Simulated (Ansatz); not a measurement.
## Electronic structure of BrClH2OZn in real space

Input file:

```
crystal:
  periodic: [false, false, false]
  atoms:
    - { symbol: Zn, position_ang: [-0.222614, -1.178576, -0.367288] }
    - { symbol: O, position_ang: [0.323898, -0.461626, 1.231746] }
    - { symbol: Cl, position_ang: [-0.941814, -2.111081, -2.057639] }
    - { symbol: H, position_ang: [-0.09444, 1.640293, 0.535504] }
    - { symbol: Br, position_ang: [-0.365156, 2.52398, -0.627435] }
    - { symbol: H, position_ang: [1.300126, -0.412989, 1.285312] }
basis:
  gaussian: { orbitals: def2-SVP }
hamiltonian:
  xc: lda
relax:
  f_tol: 0.03
  max_steps: 50
output:
  orbitals: {}
```

Launched as:

```sh
ansatz run input.yaml --threads 2 --pin off --max-ram 3072MiB --backend cpu --events-out ev --progress --plain --runs-dir out
```

The fields are those of the relaxed geometry.

Theory: RKS LDA/def2-SVP in Ansatz.

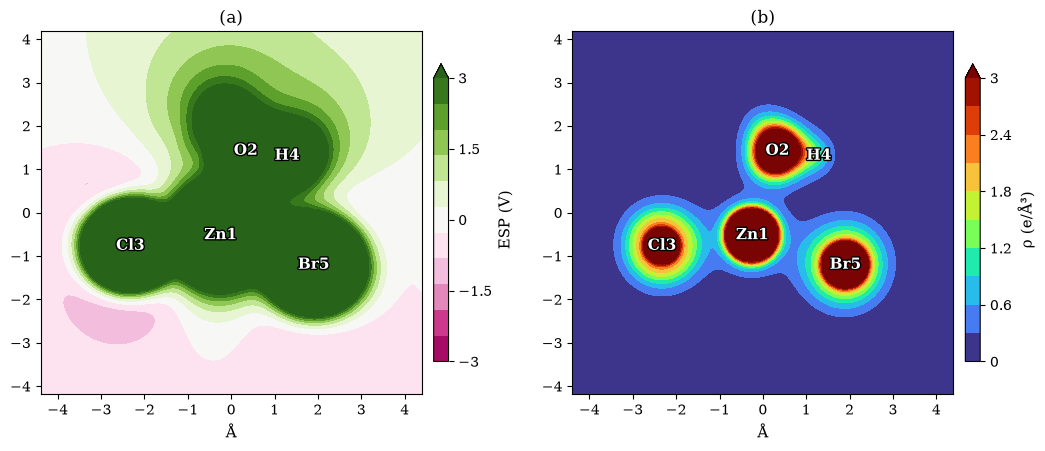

Figure 1. (a) molecular electrostatic potential; (b) total electron density on the plane of atoms O2, Zn1 and Cl3.

**Describe what can be read from this map.**

- The plane passes through Zn, O, Cl, H and Br nuclei.
- Zn–O (2.03 Å): ρ at the midpoint is about 0.46 e/Å³.
- Zn–Cl (2.09 Å): ρ at the midpoint is about 0.69 e/Å³.
- Zn–Br (2.26 Å): the density is about 0.61 e/Å³ at the midpoint, with its minimum of 0.54 e/Å³ about 1.0 Å from Zn.
- O–H (0.99 Å): the density is about 3.6 e/Å³ at the midpoint.
- Outside the dense part of the molecule the potential is most negative (−1.1 V) near Cl3.

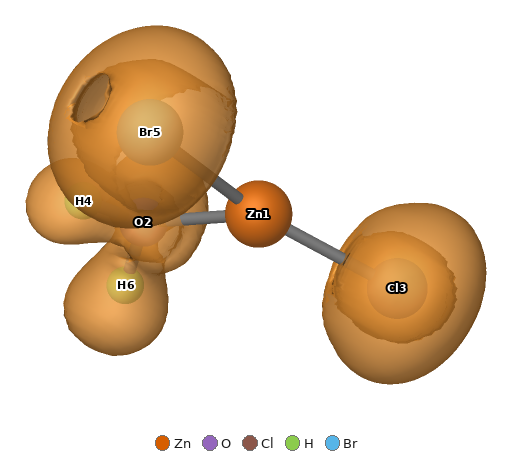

Figure 2. Isosurface of the electron localisation function at 0.8 (orange), seen at an oblique angle. Only the valence region is drawn (cores and ρ < 0.01 e/Å³ removed).

**Describe the localisation domains.**

The surface consists of one ring or bowl of non-bonding electrons around Br, one region wrapped around Cl (its valence shell) and one joined region spread over several atoms (H, O), in which their bonds and any lone pairs are merged.


Zn–O (2.03 Å): the ELF peaks at about 0.90 in the valence shell of O, 0.6 Å from its nucleus, and is about 0.15 at the midpoint. Zn–Cl (2.09 Å): the ELF peaks at about 0.80 in the valence shell of Cl, 0.8 Å from its nucleus, and is about 0.45 at the midpoint.

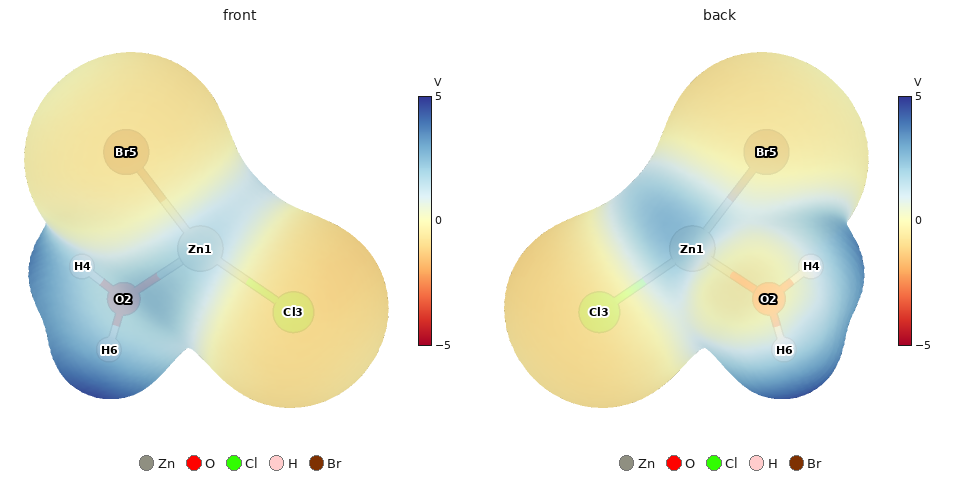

Figure 3. The electrostatic potential painted on the density surface at 0.004 e/bohr³, seen from the front and from behind; the colour scale runs from red (negative) to blue (positive).

**Which sites attract a positive test charge, and which a negative one?**

A positive charge is drawn to the negative regions and a negative charge to the positive ones. The most negative region (about −1.1 V) lies over Cl3, the most positive (about +4.4 V) over H6.

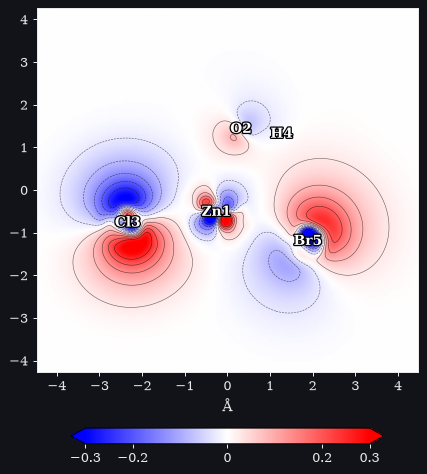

Figure 4. The HOMO on the plane of atoms O2, Zn1 and Cl3 (values in Å⁻³ᐟ²; the overall sign is arbitrary).

**Describe this orbital and give its energy.**

By Hirshfeld shares it lies mainly on Cl3 (about 45 %), Br5 (about 45 %) and Zn1 (about 5 %); largely a combination of lone pairs on Cl3 and Br5. Its energy is −6.64 eV.
